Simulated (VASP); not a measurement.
Band structure of GdN (rock salt). All values below come from PBEsol GGA, VASP's PBE PAW potentials (set 64) (plane waves; VASP).

The 4f electrons are frozen in the core of the lanthanide potential, so 4f levels, which can set the real gap, and their magnetism are missing.

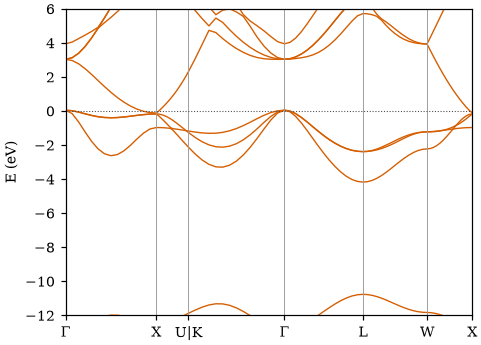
Figure: Bands along high-symmetry lines, zero at the valence-band maximum or, without a gap, the Fermi level

**Question.** Read the plot: is there a gap, and where are the band edges?

**Answer.** It has no gap at this level: it comes out as a metal or semimetal. (Edges off the drawn lines would not show.)

The compound is GdN in the rock salt structure. It was relaxed first.
